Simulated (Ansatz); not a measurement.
**C$_{3}$FN$_{3}$Si: molecular dynamics (part 3 of 3)**

Continued. System: C$_{3}$FN$_{3}$Si, SMILES N#C[Si](F)(C#N)C#N. Method: RKS r2SCAN-d3bj/6-31G* (Ansatz 0.2.0). The geometry comes from this level: PBE0-D4/def2-TZVP.

Geometry of the input (Å):
```
N  2.2813  0.0272  1.7302
C  1.4741  0.0423  0.9100
Si 0.1846  0.0630  -0.3776
F  0.8384  0.3280  -1.7771
C  -1.0177  1.3797  -0.0007
N  -1.7789  2.2067  0.2464
C  -0.6727  -1.5450  -0.3933
N  -1.2171  -2.5590  -0.3936
```

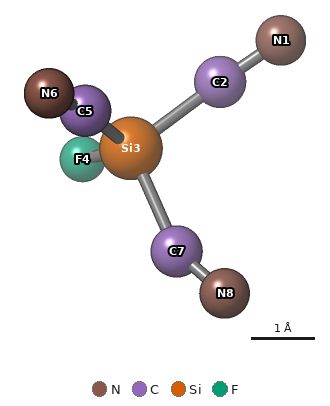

Fig. 1: The geometry at step 41 of the log (ball-and-stick view, seen at a tilt; atoms are numbered from 1 in the order of the input).

### Trajectory as extended XYZ, continued
```
8
Properties=species:S:1:pos:R:3:forces:R:3 step=31 time_fs=62.0 energy=-18168.21673 temperature=319.8
N     2.0161   -0.1206    1.8236    0.3961   0.1707  -0.3865
C     1.6117    0.0723    0.7406   -1.3969  -0.2826   0.7419
Si    0.2170    0.0837   -0.4860    0.6061   1.7482   0.0461
F     0.9942    0.2956   -1.8392   -0.0093   0.4497  -0.9266
C    -1.1024    1.3930   -0.1051   -1.5964   1.4024   2.2945
N    -1.8993    2.0694    0.5012    2.6858  -2.2379  -2.3279
C    -0.6388   -1.4652   -0.5769   -1.4274  -2.4600   1.7940
N    -1.1822   -2.3769   -0.0481    0.7420   1.2095  -1.2356
8
Properties=species:S:1:pos:R:3:forces:R:3 step=32 time_fs=64.0 energy=-18168.26179 temperature=374.1
N     2.0116   -0.1212    1.8337   -0.4069   0.5265  -2.5546
C     1.6101    0.0688    0.7256   -0.4286  -0.6254   3.0588
Si    0.2213    0.0880   -0.4902    0.1900   1.4377  -0.1084
F     1.0032    0.2929   -1.8460   -0.1314   0.4657  -0.8024
C    -1.1108    1.3918   -0.0787   -0.2508   0.3248   1.1893
N    -1.9023    2.0686    0.4952    1.4959  -1.2491  -1.3481
C    -0.6494   -1.4711   -0.5808   -0.6577  -1.1879   1.3097
N    -1.1779   -2.3714   -0.0409    0.1894   0.3078  -0.7443
8
Properties=species:S:1:pos:R:3:forces:R:3 step=33 time_fs=66.0 energy=-18168.26196 temperature=381.3
N     2.0059   -0.1204    1.8368   -0.5980   0.5880  -3.1027
C     1.6073    0.0632    0.7203   -0.1472  -0.6686   3.6562
Si    0.2259    0.0944   -0.4947   -0.2143   1.0283  -0.1962
F     1.0119    0.2912   -1.8545   -0.2689   0.4747  -0.6188
C    -1.1199    1.3917   -0.0483    2.0251  -1.5606  -0.4843
N    -1.9013    2.0643    0.4855   -0.6100   0.5412   0.1780
C    -0.6622   -1.4808   -0.5805    0.5995   0.9507   0.3249
N    -1.1730   -2.3651   -0.0357   -0.7861  -1.3537   0.2428
8
Properties=species:S:1:pos:R:3:forces:R:3 step=34 time_fs=68.0 energy=-18168.24940 temperature=381.8
N     1.9985   -0.1180    1.8313   -0.1294   0.3537  -1.8149
C     1.6039    0.0555    0.7268   -0.6383  -0.4093   2.2828
Si    0.2303    0.1022   -0.4994   -0.3706   0.6116  -0.1912
F     1.0201    0.2904   -1.8643   -0.4022   0.4817  -0.3907
C    -1.1227    1.3866   -0.0192    3.6155  -2.8548  -1.5902
N    -1.9019    2.0615    0.4763   -2.1229   1.8382   1.1524
C    -0.6731   -1.4876   -0.5792    1.4655   2.4428  -0.3875
N    -1.1703   -2.3624   -0.0298   -1.4176  -2.4639   0.9393
8
Properties=species:S:1:pos:R:3:forces:R:3 step=35 time_fs=70.0 energy=-18168.32652 temperature=472.3
N     1.9907   -0.1145    1.8208    0.8479  -0.0683   0.8610
C     1.5984    0.0464    0.7407   -1.6801   0.0450  -0.5524
Si    0.2342    0.1109   -0.5044   -0.2299   0.2187  -0.1551
F     1.0276    0.2906   -1.8749   -0.5182   0.4900  -0.1473
C    -1.1138    1.3722    0.0048    2.7954  -2.0442  -1.1939
N    -1.9084    2.0638    0.4701   -1.3913   1.1928   0.6761
C    -0.6794   -1.4865   -0.5791    1.2448   2.0235  -0.0720
N    -1.1715   -2.3666   -0.0212   -1.0687  -1.8574   0.5836
8
Properties=species:S:1:pos:R:3:forces:R:3 step=36 time_fs=72.0 energy=-18168.35721 temperature=518.3
N     1.9852   -0.1113    1.8126    1.7102  -0.3913   3.1324
C     1.5875    0.0373    0.7529   -2.5144   0.4013  -2.9290
Si    0.2377    0.1199   -0.5097    0.0331  -0.1573  -0.1887
F     1.0341    0.2918   -1.8860   -0.6147   0.4992   0.0779
C    -1.0958    1.3511    0.0253    0.3322   0.2073  -0.0189
N    -1.9188    2.0693    0.4658    0.8361  -0.7611  -0.5238
C    -0.6817   -1.4789   -0.5792    0.2930   0.2647   0.9655
N    -1.1756   -2.3759   -0.0110   -0.0756  -0.0630  -0.5155
8
Properties=species:S:1:pos:R:3:forces:R:3 step=37 time_fs=74.0 energy=-18168.32329 temperature=492.9
N     1.9844   -0.1090    1.8129    1.5604  -0.3209   2.6996
C     1.5684    0.0295    0.7558   -2.1414   0.3537  -2.4376
Si    0.2414    0.1288   -0.5153    0.1459  -0.5097  -0.3468
F     1.0393    0.2940   -1.8969   -0.6953   0.5068   0.2603
C    -1.0766    1.3305    0.0458   -1.7438   2.1052   0.7567
N    -1.9269    2.0729    0.4600    2.6381  -2.3427  -1.3060
C    -0.6831   -1.4704   -0.5762   -0.5196  -1.2762   1.8189
N    -1.1800   -2.3855   -0.0022    0.7557   1.4837  -1.4451
8
Properties=species:S:1:pos:R:3:forces:R:3 step=38 time_fs=76.0 energy=-18168.33596 temperature=515.2
N     1.9879   -0.1077    1.8208    0.4601   0.0107   0.0579
C     1.5422    0.0228    0.7508   -0.6449   0.0273   0.4221
Si    0.2453    0.1371   -0.5214   -0.0595  -0.8042  -0.5653
F     1.0432    0.2973   -1.9074   -0.7609   0.5100   0.3931
C    -1.0628    1.3166    0.0689   -2.3840   2.7160   0.7419
N    -1.9279    2.0699    0.4505    3.0993  -2.7441  -1.3378
C    -0.6861   -1.4659   -0.5674   -0.7011  -1.6718   1.9782
N    -1.1823   -2.3910    0.0028    0.9910   1.9560  -1.6900
8
Properties=species:S:1:pos:R:3:forces:R:3 step=39 time_fs=78.0 energy=-18168.38222 temperature=577.7
N     1.9927   -0.1063    1.8289   -0.6408   0.2633  -2.2897
C     1.5138    0.0161    0.7472    0.8721  -0.2305   3.0082
Si    0.2491    0.1443   -0.5283   -0.5104  -1.0137  -0.6752
F     1.0456    0.3016   -1.9172   -0.8069   0.5076   0.4820
C    -1.0567    1.3113    0.0945   -1.3260   1.8209  -0.0017
N    -1.9202    2.0594    0.4373    2.0196  -1.7983  -0.7169
C    -0.6915   -1.4668   -0.5520   -0.1758  -0.7454   1.3780
N    -1.1819   -2.3911    0.0031    0.5682   1.1962  -1.1847
8
Properties=species:S:1:pos:R:3:forces:R:3 step=40 time_fs=80.0 energy=-18168.38981 temperature=594.6
N     1.9957   -0.1042    1.8307   -1.0677   0.3009  -2.9477
C     1.4879    0.0086    0.7532    1.5526  -0.2651   3.7418
Si    0.2523    0.1501   -0.5362   -0.9301  -1.1516  -0.5202
F     1.0463    0.3071   -1.9261   -0.8259   0.4996   0.5351
C    -1.0548    1.3119    0.1204    1.1477  -0.3015  -1.1791
N    -1.9069    2.0437    0.4219   -0.3827   0.2787   0.2847
C    -0.6974   -1.4701   -0.5322    0.8130   1.0806   0.2788
N    -1.1799   -2.3880    0.0001   -0.3069  -0.4416  -0.1935
8
Properties=species:S:1:pos:R:3:forces:R:3 step=41 time_fs=82.0 energy=-18168.34745 temperature=562.4
N     1.9959   -0.1012    1.8244   -0.5659   0.1423  -1.6815
C     1.4668    0.0002    0.7713    1.0731  -0.0809   2.2979
Si    0.2542    0.1545   -0.5449   -1.0417  -1.2557  -0.0901
F     1.0453    0.3135   -1.9339   -0.8125   0.4860   0.5563
C    -1.0492    1.3115    0.1427    3.4477  -2.2445  -2.0995
N    -1.8946    2.0288    0.4073   -2.6678   2.2176   1.0521
C    -0.7008   -1.4700   -0.5112    1.6048   2.5673  -0.6309
N    -1.1788   -2.3860   -0.0034   -1.0377  -1.8320   0.5957
8
Properties=species:S:1:pos:R:3:forces:R:3 step=42 time_fs=84.0 energy=-18168.37257 temperature=596.2
N     1.9944   -0.0979    1.8133    0.7757  -0.1214   1.0122
C     1.4491   -0.0085    0.7970   -0.3682   0.2226  -0.7334
Si    0.2546    0.1571   -0.5538   -0.7749  -1.3430   0.4358
F     1.0427    0.3211   -1.9407   -0.7684   0.4662   0.5459
C    -1.0324    1.3038    0.1584    3.1248  -1.9413  -2.0650
N    -1.8895    2.0198    0.3954   -2.5137   2.0668   0.9654
C    -0.6991   -1.4615   -0.4921    1.4538   2.2743  -0.6437
N    -1.1805   -2.3891   -0.0053   -0.9292  -1.6242   0.4829
8
Properties=species:S:1:pos:R:3:forces:R:3 step=43 time_fs=86.0 energy=-18168.38752 temperature=620.6
N     1.9951   -0.0948    1.8050    2.0333  -0.3014   3.2440
C     1.4299   -0.0166    0.8206   -1.6548   0.4315  -3.2493
Si    0.2541    0.1579   -0.5622   -0.3062  -1.3872   0.8145
F     1.0385    0.3296   -1.9464   -0.7037   0.4385   0.5052
C    -1.0054    1.2898    0.1675    0.3696   0.3556  -1.3606
N    -1.8914    2.0165    0.3861   -0.1131   0.0799   0.3269
C    -0.6926   -1.4457   -0.4749    0.4386   0.3367   0.0506
N    -1.1848   -2.3968   -0.0059   -0.0637   0.0465  -0.3313
8
Properties=species:S:1:pos:R:3:forces:R:3 step=44 time_fs=88.0 energy=-18168.32840 temperature=564.0
N     2.0015   -0.0925    1.8056    1.7570  -0.2439   2.7065
C     1.4053   -0.0233    0.8338   -1.2232   0.3731  -2.7801
Si    0.2530    0.1568   -0.5695    0.0758  -1.3456   0.9377
F     1.0329    0.3391   -1.9512   -0.6329   0.4012   0.4410
C    -0.9769    1.2768    0.1724   -2.2965   2.4945  -0.7517
N    -1.8935    2.0134    0.3776    2.1482  -1.7151  -0.1646
C    -0.6846   -1.4286   -0.4575   -0.6370  -1.6962   0.6608
N    -1.1894   -2.4043   -0.0074    0.8085   1.7320  -1.0496
8
Properties=species:S:1:pos:R:3:forces:R:3 step=45 time_fs=90.0 energy=-18168.28468 temperature=520.0
N     2.0127   -0.0909    1.8136    0.0829  -0.0603   0.0887
C     1.3765   -0.0290    0.8383    0.7378   0.1648  -0.0413
Si    0.2521    0.1539   -0.5756    0.1751  -1.2066   0.9271
F     1.0258    0.3495   -1.9551   -0.5671   0.3540   0.3672
C    -0.9556    1.2718    0.1749   -3.3267   3.2374  -0.5905
N    -1.8898    2.0055    0.3686    2.9004  -2.2410  -0.2626
C    -0.6787   -1.4168   -0.4377   -1.1304  -2.5922   0.7229
N    -1.1917   -2.4072   -0.0118    1.1280   2.3438  -1.2114
8
Properties=species:S:1:pos:R:3:forces:R:3 step=46 time_fs=92.0 energy=-18168.28989 temperature=532.2
N     2.0243   -0.0894    1.8220   -1.4764   0.0612  -2.0949
C     1.3499   -0.0341    0.8426    2.5516   0.0216   2.2685
Si    0.2514    0.1492   -0.5805    0.0134  -1.0022   1.0162
F     1.0176    0.3607   -1.9583   -0.5108   0.2970   0.3017
C    -0.9449    1.2772    0.1754   -2.3195   2.3361  -0.9178
N    -1.8780    1.9913    0.3588    1.8321  -1.3355   0.0138
C    -0.6763   -1.4133   -0.4154   -0.8059  -1.9177   0.1913
N    -1.1909   -2.4035   -0.0197    0.7155   1.5396  -0.7788
8
Properties=species:S:1:pos:R:3:forces:R:3 step=47 time_fs=94.0 energy=-18168.28794 temperature=532.7
N     2.0319   -0.0878    1.8247   -1.9890   0.0707  -2.6371
C     1.3312   -0.0392    0.8543    3.1480   0.0172   2.7582
Si    0.2508    0.1431   -0.5840   -0.1889  -0.7799   1.3254
F     1.0082    0.3727   -1.9609   -0.4638   0.2289   0.2638
C    -0.9415    1.2901    0.1731    0.4738   0.0968  -1.6054
N    -1.8610    1.9733    0.3489   -0.8730   0.7517   0.5812
C    -0.6765   -1.4160   -0.3923    0.2041   0.0527  -0.7236
N    -1.1882   -2.3956   -0.0297   -0.3113  -0.4381   0.0375
8
Properties=species:S:1:pos:R:3:forces:R:3 step=48 time_fs=96.0 energy=-18168.22351 temperature=473.9
N     2.0341   -0.0859    1.8201   -1.2006  -0.0054  -1.4144
C     1.3225   -0.0443    0.8750    2.2601   0.1253   1.2679
Si    0.2498    0.1359   -0.5857   -0.1588  -0.5640   1.7378
F     0.9978    0.3852   -1.9629   -0.4248   0.1470   0.2684
C    -0.9366    1.3035    0.1655    3.2626  -2.0225  -2.2261
N    -1.8462    1.9572    0.3405   -3.6040   2.7360   1.1339
C    -0.6761   -1.4185   -0.3713    1.1962   1.9627  -1.4953
N    -1.1862   -2.3888   -0.0398   -1.3306  -2.3791   0.7279
8
Properties=species:S:1:pos:R:3:forces:R:3 step=49 time_fs=98.0 energy=-18168.23362 temperature=490.4
N     2.0330   -0.0840    1.8115    0.6648  -0.1168   1.0943
C     1.3210   -0.0491    0.9000    0.2248   0.2722  -1.5841
Si    0.2486    0.1278   -0.5850    0.2395  -0.3485   1.9801
F     0.9865    0.3981   -1.9645   -0.3930   0.0496   0.3193
C    -0.9211    1.3105    0.1506    2.9971  -1.8284  -2.1279
N    -1.8413    1.9485    0.3352   -3.4737   2.5962   1.1248
C    -0.6718   -1.4147   -0.3549    1.1443   1.8820  -1.5492
N    -1.1880   -2.3885   -0.0479   -1.4039  -2.5062   0.7426
8
Properties=species:S:1:pos:R:3:forces:R:3 step=50 time_fs=100.0 energy=-18168.26605 temperature=533.7
N     2.0337   -0.0825    1.8059    2.3162  -0.1850   3.1699
C     1.3202   -0.0530    0.9202   -1.5184   0.3550  -3.8706
Si    0.2478    0.1192   -0.5816    0.8744  -0.1152   1.8518
F     0.9742    0.4113   -1.9654   -0.3666  -0.0621   0.4040
C    -0.8957    1.3117    0.1288   -0.2283   0.4239  -1.2674
N    -1.8460    1.9470    0.3330   -0.5804   0.6089   0.5072
C    -0.6638   -1.4048   -0.3433   -0.0309  -0.2837  -0.9928
N    -1.1936   -2.3952   -0.0540   -0.4660  -0.7416   0.1979
```

### Summary

- outcome: finished
- mean temperature over the second half: 505 K
- trajectory: 50 steps, 100 fs
- ensemble: nvt_nose_hoover
- temperature in the input: 1000 K
- time step: 2 fs
- potential energy (last step): −18168.2661 eV
- mean-field energy (last step): −18168.1956 eV
- dispersion energy (last step): −0.0705 eV
- SCF solution under orbital rotations (last step): stable
- largest force (length of the vector) (last step): 4.173 eV/Å
- dipole moment (last step): 3.21 D
- hardware: 4 threads of Arm Neoverse V2, 23 GiB of memory available, shared host
- wall time: 1.8 min (CPU time 7.1 min)
- peak memory: 0.2 GiB

The program warns: the dispersion correction has no parameters fitted for this combination and takes those fitted for r2SCAN with other terms. So short a trajectory is not equilibrated. The temperature stays far from the 1000 K of the thermostat over the second half: the run isn't equilibrated.
